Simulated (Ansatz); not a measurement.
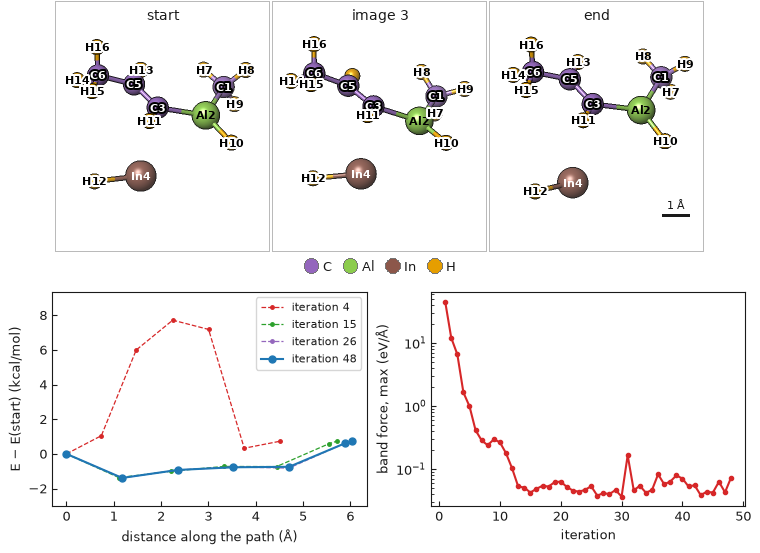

A search for the minimum-energy path of C4H10AlIn, made up of C₄H₉Al and InH by the nudged elastic band. Images are numbered from 0 (start) to 6 (end). The plot follows the band through its iterations. The picture is a ball-and-stick view, seen at a tilt.

Theory: RHF/def2-SVP (Ansatz 0.2.0).

Input file:
```yaml
crystal:
  periodic: [false, false, false]
  atoms:
    - { symbol: C, position_ang: [1.89688, 0.912378, 1.975359] }
    - { symbol: Al, position_ang: [1.512599, -0.679627, 0.874735] }
    - { symbol: C, position_ang: [-0.190393, -0.871958, -0.097904] }
    - { symbol: In, position_ang: [1.598167, 0.025919, -2.517187] }
    - { symbol: C, position_ang: [-1.146723, 0.068056, -0.12193] }
    - { symbol: C, position_ang: [-2.499276, -0.04418, -0.763619] }
    - { symbol: H, position_ang: [1.14782, 1.705714, 1.889002] }
    - { symbol: H, position_ang: [1.947794, 0.623015, 3.032147] }
    - { symbol: H, position_ang: [2.86945, 1.346788, 1.72531] }
    - { symbol: H, position_ang: [2.519682, -1.916581, 0.860221] }
    - { symbol: H, position_ang: [-0.443414, -1.808889, -0.600651] }
    - { symbol: H, position_ang: [0.288202, -0.223402, -3.8092] }
    - { symbol: H, position_ang: [-0.963154, 1.023031, 0.372217] }
    - { symbol: H, position_ang: [-2.649091, 0.757739, -1.491844] }
    - { symbol: H, position_ang: [-2.626472, -1.000531, -1.271487] }
    - { symbol: H, position_ang: [-3.284971, 0.060128, -0.010771] }
basis:
  gaussian: { orbitals: def2-SVP }
hamiltonian:
  xc: hf
neb:
  order_check: false
  images: 5
  f_tol: 0.03
  max_iterations: 48
  initial_path: linear
  final_atoms:
    - { symbol: C, position_ang: [1.86826102, 0.89675511, 2.08045891] }
    - { symbol: Al, position_ang: [1.56012193, -0.56025388, 0.79026925] }
    - { symbol: C, position_ang: [-0.15761433, -0.79031341, -0.12968792] }
    - { symbol: In, position_ang: [1.60627993, 0.1797196, -3.02823376] }
    - { symbol: C, position_ang: [-1.17637409, 0.07147507, -0.01766773] }
    - { symbol: C, position_ang: [-2.53563877, -0.05952394, -0.6409989] }
    - { symbol: H, position_ang: [2.73922208, 1.49563352, 1.79686409] }
    - { symbol: H, position_ang: [1.02149991, 1.57840297, 2.19655709] }
    - { symbol: H, position_ang: [2.08976129, 0.47887492, 3.06882473] }
    - { symbol: H, position_ang: [2.68981911, -1.64610689, 0.53224152] }
    - { symbol: H, position_ang: [-0.35652757, -1.67380932, -0.73890958] }
    - { symbol: H, position_ang: [0.35430962, -0.71767457, -4.06369679] }
    - { symbol: H, position_ang: [-1.04729044, 0.96812037, 0.58661504] }
    - { symbol: H, position_ang: [-2.75183916, 0.80109652, -1.27802605] }
    - { symbol: H, position_ang: [-2.61894215, -0.96379895, -1.24129011] }
    - { symbol: H, position_ang: [-3.30794837, -0.08099713, 0.1310782] }
```

Run as
```bash
ansatz run input.yaml --threads 2 --pin off --max-ram 3072MiB --backend cpu --events-out ev --progress --plain --runs-dir out
```

> How did the profile develop, and is the result final?

The result isn't final. The band hadn't converged when the run stopped after 48 iterations. The largest component of the band force went from 45 to 0.074 eV/Å. The largest force component is 0.26 eV/Å at the start and 0.08 eV/Å at the end; an end with forces this large is no minimum, and the barrier measured from it can be far off. The straight starting path can push atoms close together and costs iterations. The first iteration put the highest image at 404.44 kcal/mol. Relative to the start the highest point is image 6 at +0.73 kcal/mol and the end lies at +0.73 kcal/mol, but the profile dips to −1.39 kcal/mol at image 1 on the way, so there may be an intermediate minimum, or an end is no minimum.

Limits of the set-up: the start holds two separate molecules, 3.1 Å apart at their closest, whose relative position is a soft coordinate and is computed without a dispersion correction; Hartree-Fock leaves out electron correlation.
